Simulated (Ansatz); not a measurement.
# Run report: SnH5ClO, molecular dynamics (part 3 of 3)

SnH5ClO; RKS B3LYP/def2-SVP (Ansatz 0.2.0). It belongs to a series of runs on one base structure; here: dynamics from the highest image of the converged band.

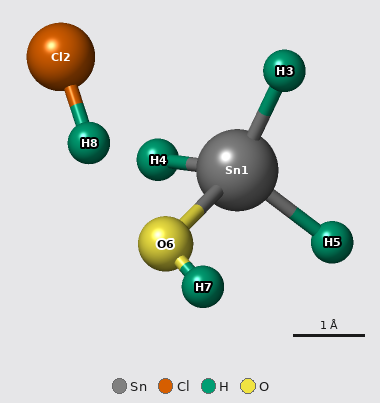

Fig. 1: The geometry at step 117 of the log (ball-and-stick view, seen at a tilt; atoms are numbered from 1 in the order of the input).

Trajectory as extended XYZ, continued
```
8
Properties=species:S:1:pos:R:3:forces:R:3 step=33 time_fs=16.5 energy=-20479.11799 temperature=97.1
Sn   -0.2655    0.0314   -0.3464    0.0789  -0.2764  -0.2317
Cl   -0.3825    0.8073    2.6683    0.4825   0.4482   0.8478
H     1.1310   -0.7591    0.2758   -0.1130   0.1577   0.0090
H    -0.2818    1.7193   -0.5810    0.0266  -0.0570   0.0353
H    -0.6967   -0.8286   -1.7801   -0.0696   0.0488  -0.0785
O    -1.9439   -0.3645    0.8037   -0.0724   0.1811  -0.1909
H    -2.1893   -1.2905    0.8596   -0.1692  -0.4944  -0.1212
H    -1.3879    0.1346    2.0196   -0.1638  -0.0081  -0.2697
8
Properties=species:S:1:pos:R:3:forces:R:3 step=42 time_fs=21.0 energy=-20479.10787 temperature=84.3
Sn   -0.2669    0.0297   -0.3480   -0.5030  -0.2675  -0.6025
Cl   -0.3794    0.8113    2.6798    0.5261   0.4929   0.9488
H     1.0930   -0.6861    0.2997    0.5101  -0.2376   0.2567
H    -0.2875    1.6948   -0.5760    0.0034   0.3056  -0.0260
H    -0.6895   -0.8197   -1.7990   -0.0002   0.0678   0.0123
O    -1.9369   -0.3635    0.7875   -0.4383  -0.7253   0.0219
H    -2.2063   -1.3019    0.8335    0.1031   0.3953  -0.2136
H    -1.3820    0.1349    2.0791   -0.2012  -0.0312  -0.3976
8
Properties=species:S:1:pos:R:3:forces:R:3 step=50 time_fs=25.0 energy=-20479.14539 temperature=132.5
Sn   -0.2688    0.0279   -0.3502    0.0693  -0.0471  -0.4679
Cl   -0.3745    0.8169    2.6942   -0.0344   0.1375   0.5870
H     1.1243   -0.6502    0.3542    0.0645  -0.0763  -0.0166
H    -0.2915    1.7127   -0.5744    0.0005   0.0442  -0.0028
H    -0.6839   -0.8016   -1.8149    0.0327   0.0254   0.0540
O    -1.9344   -0.3677    0.7731   -0.2015   0.2265   0.1275
H    -2.2163   -1.2835    0.7782   -0.2023  -0.5340  -0.1177
H    -1.4030    0.1340    2.0721    0.2712   0.2237  -0.1636
8
Properties=species:S:1:pos:R:3:forces:R:3 step=58 time_fs=29.0 energy=-20479.14859 temperature=136.8
Sn   -0.2705    0.0259   -0.3530    0.6910   0.2132  -0.2262
Cl   -0.3696    0.8233    2.7112   -0.2144   0.0522   0.3783
H     1.1652   -0.6261    0.4058   -0.4545   0.1103  -0.3332
H    -0.2954    1.7368   -0.5730    0.0072  -0.2751   0.0350
H    -0.6737   -0.7803   -1.8241    0.0368  -0.0617  -0.0112
O    -1.9347   -0.3725    0.7598   -0.5359  -0.8310   0.0548
H    -2.2430   -1.3036    0.7062    0.1633   0.6271   0.0346
H    -1.3888    0.1626    2.0398    0.3065   0.1651   0.0678
8
Properties=species:S:1:pos:R:3:forces:R:3 step=67 time_fs=33.5 energy=-20479.17051 temperature=164.9
Sn   -0.2715    0.0241   -0.3565    0.3424   0.2011  -0.4032
Cl   -0.3649    0.8308    2.7325    0.1407   0.2921   0.5020
H     1.1405   -0.5847    0.4101   -0.1395  -0.0725  -0.1637
H    -0.2988    1.7217   -0.5661   -0.0090  -0.0665   0.0080
H    -0.6555   -0.7672   -1.8363    0.0423  -0.0949  -0.0418
O    -1.9395   -0.3833    0.7454    0.0813   0.4863  -0.0317
H    -2.2652   -1.2750    0.6272   -0.2607  -0.5674   0.0222
H    -1.3271    0.2193    2.0139   -0.1975  -0.1781   0.1082
8
Properties=species:S:1:pos:R:3:forces:R:3 step=75 time_fs=37.5 energy=-20479.15307 temperature=142.6
Sn   -0.2719    0.0227   -0.3602   -0.3024   0.0592  -0.8017
Cl   -0.3602    0.8388    2.7536    0.1911   0.3092   0.4596
H     1.0978   -0.5598    0.3887    0.4865  -0.3517   0.2053
H    -0.3032    1.6977   -0.5587   -0.0303   0.2816  -0.0419
H    -0.6324   -0.7698   -1.8526    0.0479  -0.0446   0.0308
O    -1.9445   -0.3914    0.7321   -0.2739  -0.5800  -0.2167
H    -2.3066   -1.2886    0.5670    0.2257   0.6035   0.2297
H    -1.2968    0.2456    2.0084   -0.3446  -0.2772   0.1349
8
Properties=species:S:1:pos:R:3:forces:R:3 step=83 time_fs=41.5 energy=-20479.18196 temperature=179.7
Sn   -0.2726    0.0214   -0.3649   -0.0321   0.0306  -0.6311
Cl   -0.3550    0.8480    2.7766   -0.2958  -0.0265   0.0371
H     1.1155   -0.5822    0.3910    0.1584  -0.1827   0.0538
H    -0.3119    1.7090   -0.5567   -0.0152   0.0962  -0.0174
H    -0.6024   -0.7795   -1.8646    0.0266  -0.0036   0.0708
O    -1.9508   -0.4022    0.7174    0.3711   0.7569   0.1286
H    -2.3331   -1.2567    0.5330   -0.2908  -0.6572  -0.0186
H    -1.3109    0.2348    2.0272    0.0778  -0.0136   0.3768
8
Properties=species:S:1:pos:R:3:forces:R:3 step=92 time_fs=46.0 energy=-20479.18936 temperature=189.4
Sn   -0.2734    0.0200   -0.3711    0.4358  -0.0217  -0.1846
Cl   -0.3504    0.8583    2.8028   -0.3347  -0.0878   0.0397
H     1.1563   -0.6360    0.3991   -0.4527   0.1698  -0.2490
H    -0.3236    1.7344   -0.5568    0.0317  -0.2652   0.0352
H    -0.5640   -0.7916   -1.8674   -0.0078  -0.0007  -0.0133
O    -1.9557   -0.4099    0.7014   -0.1785  -0.4265   0.0243
H    -2.3831   -1.2710    0.5044    0.3698   0.5791   0.1631
H    -1.3169    0.2180    2.1103    0.1363   0.0529   0.1845
8
Properties=species:S:1:pos:R:3:forces:R:3 step=100 time_fs=50.0 energy=-20479.19645 temperature=198.4
Sn   -0.2736    0.0187   -0.3769    0.0907  -0.2084  -0.1531
Cl   -0.3478    0.8671    2.8264    0.1002   0.1702   0.3535
H     1.1317   -0.6626    0.3729   -0.2406   0.1391  -0.0877
H    -0.3295    1.7219   -0.5522    0.0439  -0.1159   0.0243
H    -0.5311   -0.8021   -1.8712   -0.0425   0.0186  -0.0721
O    -1.9601   -0.4179    0.6881    0.5193   0.8200   0.3696
H    -2.3952   -1.2435    0.4941   -0.2238  -0.6573  -0.2037
H    -1.3059    0.2076    2.2127   -0.2471  -0.1663  -0.2308
8
Properties=species:S:1:pos:R:3:forces:R:3 step=108 time_fs=54.0 energy=-20479.18031 temperature=177.7
Sn   -0.2737    0.0171   -0.3830   -0.5161  -0.3529  -0.4523
Cl   -0.3450    0.8765    2.8513   -0.1934  -0.0657   0.1731
H     1.0766   -0.6715    0.3364    0.3950  -0.1372   0.2894
H    -0.3291    1.6949   -0.5445    0.0330   0.2545  -0.0208
H    -0.5046   -0.8093   -1.8847   -0.0744   0.0767  -0.0347
O    -1.9614   -0.4212    0.6777   -0.1432  -0.3809   0.1601
H    -2.4142   -1.2640    0.4655    0.4244   0.5364   0.0597
H    -1.3218    0.1789    2.2870    0.0746   0.0691  -0.1746
8
Properties=species:S:1:pos:R:3:forces:R:3 step=117 time_fs=58.5 energy=-20479.17949 temperature=176.6
Sn   -0.2746    0.0148   -0.3904   -0.3493  -0.3208  -0.3486
Cl   -0.3430    0.8866    2.8802   -0.4243  -0.2602   0.0294
H     1.0749   -0.7009    0.3416    0.2151  -0.0232   0.1889
H    -0.3221    1.7034   -0.5386    0.0504   0.1151  -0.0076
H    -0.4882   -0.8034   -1.9053   -0.0835   0.1120   0.0286
O    -1.9625   -0.4258    0.6685    0.5176   0.7301   0.4093
H    -2.3895   -1.2452    0.4315   -0.2398  -0.6143  -0.2113
H    -1.3242    0.1609    2.3398    0.3137   0.2614  -0.0887
8
Properties=species:S:1:pos:R:3:forces:R:3 step=125 time_fs=62.5 energy=-20479.17812 temperature=174.9
Sn   -0.2758    0.0124   -0.3975    0.2190  -0.1902   0.0070
Cl   -0.3428    0.8947    2.9062    0.1362   0.1517   0.3081
H     1.1066   -0.7299    0.3753   -0.3415   0.2756  -0.1628
H    -0.3077    1.7288   -0.5346    0.0712  -0.2326   0.0276
H    -0.4869   -0.7810   -1.9206   -0.0696   0.0669  -0.0035
O    -1.9602   -0.4262    0.6635   -0.0510  -0.4556  -0.0492
H    -2.3749   -1.2692    0.3835    0.2940   0.5418   0.2039
H    -1.2872    0.1783    2.3675   -0.2583  -0.1576  -0.3310
8
Properties=species:S:1:pos:R:3:forces:R:3 step=133 time_fs=66.5 energy=-20479.19314 temperature=194.1
Sn   -0.2768    0.0097   -0.4047    0.3030  -0.0346   0.0791
Cl   -0.3424    0.9031    2.9333   -0.1519  -0.0776   0.0989
H     1.0941   -0.7217    0.3886   -0.3028   0.2152  -0.1830
H    -0.2830    1.7241   -0.5269    0.0471  -0.1775   0.0208
H    -0.4965   -0.7487   -1.9365   -0.0692  -0.0042  -0.0460
O    -1.9570   -0.4283    0.6588    0.4525   0.5013   0.2178
H    -2.3372   -1.2526    0.3538   -0.2811  -0.4653  -0.0507
H    -1.2763    0.1816    2.3512    0.0024   0.0428  -0.1368
8
Properties=species:S:1:pos:R:3:forces:R:3 step=142 time_fs=71.0 energy=-20479.19187 temperature=192.5
Sn   -0.2775    0.0066   -0.4126   -0.1782   0.0634  -0.3455
Cl   -0.3428    0.9121    2.9643   -0.4688  -0.3379  -0.1915
H     1.0378   -0.6808    0.3777    0.3644  -0.2069   0.1695
H    -0.2474    1.6942   -0.5152   -0.0034   0.2314  -0.0185
H    -0.5196   -0.7126   -1.9613   -0.0449  -0.0292   0.0074
O    -1.9497   -0.4278    0.6552   -0.0547  -0.4656  -0.1310
H    -2.3236   -1.2722    0.3278    0.1083   0.4903   0.3752
H    -1.2608    0.1953    2.3113    0.2775   0.2545   0.1345
8
Properties=species:S:1:pos:R:3:forces:R:3 step=150 time_fs=75.0 energy=-20479.19648 temperature=198.4
Sn   -0.2783    0.0039   -0.4201   -0.1450   0.1377  -0.4279
Cl   -0.3451    0.9188    2.9911    0.0346   0.0493   0.1192
H     1.0341   -0.6706    0.3881    0.3554  -0.2449   0.1273
H    -0.2157    1.6968   -0.5070   -0.0387   0.1727  -0.0123
H    -0.5472   -0.6850   -1.9823    0.0077  -0.0299   0.0767
O    -1.9424   -0.4291    0.6517    0.3249   0.4815   0.2230
H    -2.3148   -1.2579    0.3463   -0.2860  -0.4169   0.0230
H    -1.2132    0.2403    2.2895   -0.2529  -0.1495  -0.1291
8
Properties=species:S:1:pos:R:3:forces:R:3 step=158 time_fs=79.0 energy=-20479.19878 temperature=201.3
Sn   -0.2792    0.0014   -0.4282    0.5005   0.1819  -0.0987
Cl   -0.3474    0.9255    3.0183   -0.1118  -0.0643  -0.0499
H     1.0763   -0.6932    0.4129   -0.2552   0.0546  -0.2793
H    -0.1900    1.7214   -0.5003   -0.0705  -0.2001   0.0182
H    -0.5739   -0.6624   -1.9929    0.0442  -0.0600   0.0476
O    -1.9329   -0.4277    0.6497   -0.1011  -0.1640   0.0952
H    -2.3341   -1.2743    0.3803    0.1338   0.3162   0.2198
H    -1.1942    0.2701    2.2546   -0.1398  -0.0643   0.0470
8
Properties=species:S:1:pos:R:3:forces:R:3 step=167 time_fs=83.5 energy=-20479.19298 temperature=193.9
Sn   -0.2795   -0.0012   -0.4374    0.6039   0.0945  -0.0268
Cl   -0.3508    0.9326    3.0484   -0.4245  -0.3022  -0.3972
H     1.0837   -0.7118    0.3941   -0.3303   0.0932  -0.3194
H    -0.1740    1.7175   -0.4898   -0.0903  -0.1888   0.0235
H    -0.5963   -0.6482   -1.9974    0.0451  -0.0861  -0.0314
O    -1.9226   -0.4262    0.6493    0.1541   0.5964   0.4235
H    -2.3441   -1.2642    0.4477   -0.1068  -0.3496  -0.0343
H    -1.1932    0.2956    2.2293    0.1487   0.1427   0.3620
8
Properties=species:S:1:pos:R:3:forces:R:3 step=175 time_fs=87.5 energy=-20479.20539 temperature=209.8
Sn   -0.2790   -0.0033   -0.4456   -0.0211  -0.0985  -0.3835
Cl   -0.3555    0.9378    3.0737    0.0157   0.0255   0.0137
H     1.0445   -0.7172    0.3304    0.2558  -0.2001   0.0558
H    -0.1739    1.6875   -0.4769   -0.0764   0.1981   0.0074
H    -0.6089   -0.6486   -2.0050    0.0424  -0.0467  -0.0284
O    -1.9129   -0.4211    0.6526   -0.2210   0.0613   0.3963
H    -2.3532   -1.2763    0.5123    0.2704   0.2391   0.0017
H    -1.1786    0.3336    2.2545   -0.2659  -0.1787  -0.0630
8
Properties=species:S:1:pos:R:3:forces:R:3 step=183 time_fs=91.5 energy=-20479.21261 temperature=219.1
Sn   -0.2785   -0.0056   -0.4543   -0.2410  -0.1359  -0.5008
Cl   -0.3603    0.9429    3.0988   -0.0670  -0.0337  -0.0640
H     1.0389   -0.7502    0.2719    0.4259  -0.2588   0.1839
H    -0.1855    1.6828   -0.4627   -0.0506   0.2251   0.0008
H    -0.6151   -0.6558   -2.0163    0.0244   0.0168   0.0238
O    -1.9046   -0.4141    0.6600   -0.0449   0.4373   0.4732
H    -2.3327   -1.2733    0.5728    0.1074  -0.1311  -0.0839
H    -1.1968    0.3502    2.2771   -0.1542  -0.1198  -0.0330
8
Properties=species:S:1:pos:R:3:forces:R:3 step=192 time_fs=96.0 energy=-20479.22874 temperature=239.9
Sn   -0.2782   -0.0083   -0.4648    0.3669  -0.1450  -0.0907
Cl   -0.3663    0.9482    3.1265   -0.4624  -0.2986  -0.4112
H     1.0935   -0.8242    0.2310   -0.2421   0.1920  -0.1253
H    -0.2072    1.7092   -0.4466   -0.0011  -0.1984  -0.0056
H    -0.6182   -0.6612   -2.0254   -0.0155   0.0454   0.0177
O    -1.8960   -0.4015    0.6735   -0.1699   0.0524   0.4126
H    -2.2875   -1.2896    0.6284    0.2412   0.2043  -0.0492
H    -1.2366    0.3524    2.3033    0.2828   0.1479   0.2516
8
Properties=species:S:1:pos:R:3:forces:R:3 step=200 time_fs=100.0 energy=-20479.23285 temperature=245.2
Sn   -0.2775   -0.0110   -0.4744    0.4128  -0.1828   0.1101
Cl   -0.3734    0.9519    3.1496   -0.0212   0.0025   0.0248
H     1.1135   -0.8655    0.1799   -0.3951   0.3282  -0.1464
H    -0.2268    1.7080   -0.4333    0.0574  -0.2225  -0.0225
H    -0.6233   -0.6590   -2.0311   -0.0585   0.0402  -0.0361
O    -1.8892   -0.3881    0.6898    0.0369   0.1723   0.2704
H    -2.2215   -1.2960    0.6677    0.0741  -0.0186  -0.0230
H    -1.2390    0.3702    2.3569   -0.1064  -0.1193  -0.1773
```

This output came from the following input.

Input
```yaml
crystal:
  periodic: [false, false, false]
  atoms:
    - { symbol: Sn, position_ang: [-0.25797, 0.034808, -0.343978] }
    - { symbol: Cl, position_ang: [-0.381209, 0.806476, 2.650261] }
    - { symbol: H, position_ang: [1.111843, -0.798886, 0.232174] }
    - { symbol: H, position_ang: [-0.234892, 1.719621, -0.558859] }
    - { symbol: H, position_ang: [-0.861836, -0.75767, -1.758323] }
    - { symbol: O, position_ang: [-1.983895, -0.383711, 0.833149] }
    - { symbol: H, position_ang: [-2.225479, -1.31757, 0.939672] }
    - { symbol: H, position_ang: [-1.510762, 0.067232, 1.817804] }
basis:
  gaussian: { orbitals: def2-SVP }
hamiltonian:
  xc: b3lyp
md:
  timestep: 0.5
  n_steps: 200
  ensemble: nve
  temperature: 100.0
  initial_velocities: maxwell_boltzmann
  seed: 4967
```

Command:
```bash
ansatz run input.yaml --threads 1 --pin off --max-ram 2048MiB --backend cpu --events-out ev --progress --plain --runs-dir out
```

Results in brief

```tsv
quantity	value
outcome	finished
mean temperature over the second half	200 K
trajectory	200 steps, 100 fs
ensemble	nve
temperature in the input	100.0 K
time step	0.5 fs
potential energy (last step)	−20479.2331 eV
mean-field energy (last step)	−20479.2331 eV
largest force (length of the vector) (last step)	0.534 eV/Å
hardware	1 thread of Arm Neoverse V1, 24 GiB of memory available, shared host
wall time	12 min
peak memory	0.17 GiB
```

Remarks

So short a trajectory is not equilibrated.
